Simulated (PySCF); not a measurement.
C5H12N2Si (SMILES C#CC[C@H](CN)N[SiH3])

```yaml
atoms:
  - { symbol: C, position_ang: [-3.0259, -1.4908, -1.1175] }
  - { symbol: C, position_ang: [-1.9090, -1.4311, -0.6917] }
  - { symbol: C, position_ang: [-0.5678, -1.3260, -0.1586] }
  - { symbol: C, position_ang: [-0.2762, 0.0929, 0.3399] }
  - { symbol: C, position_ang: [-0.2482, 1.0840, -0.8344] }
  - { symbol: N, position_ang: [-0.0953, 2.4386, -0.3244] }
  - { symbol: N, position_ang: [0.9540, 0.1362, 1.0969] }
  - { symbol: Si, position_ang: [2.4190, -0.6689, 0.6903] }
  - { symbol: H, position_ang: [-4.0019, -1.5576, -1.4959] }
  - { symbol: H, position_ang: [0.1561, -1.5987, -0.9307] }
  - { symbol: H, position_ang: [-0.4573, -2.0191, 0.6783] }
  - { symbol: H, position_ang: [-1.0933, 0.3953, 1.0147] }
  - { symbol: H, position_ang: [-1.1568, 0.9418, -1.4426] }
  - { symbol: H, position_ang: [0.6232, 0.8629, -1.4570] }
  - { symbol: H, position_ang: [-0.0001, 3.0958, -1.0906] }
  - { symbol: H, position_ang: [-0.9194, 2.7037, 0.2066] }
  - { symbol: H, position_ang: [1.0770, 1.0762, 1.4489] }
  - { symbol: H, position_ang: [2.1866, -2.1114, 0.8062] }
  - { symbol: H, position_ang: [3.3647, -0.1947, 1.6965] }
  - { symbol: H, position_ang: [2.9654, -0.4186, -0.6550] }
```

Geometry: GFN2-xTB.

These are results of PBE0/pcSseg-1, SCF density, gas phase, non-relativistic (PySCF), not measurements.

What can the converged electron density and electron localisation function tell about the bonding?

C–N (1.46 Å): the density is about 1.9 e/Å³ at the midpoint; the ELF peaks at about 0.95 between the atoms; localised, covalent bonding.
N–H (1.01 Å): ρ is about 2.8 e/Å³ halfway; the ELF climbs to about 1 towards the hydrogen, as it does in any bond to H; an ordinary covalent bond to hydrogen.

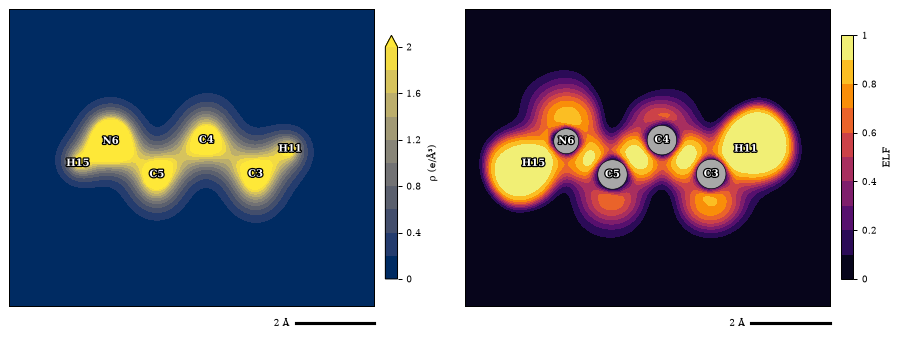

Computed electron density and electron localisation function on the plane of atoms C4, C5 and N6, in this order. Grey discs cover the atomic cores in the ELF map. 
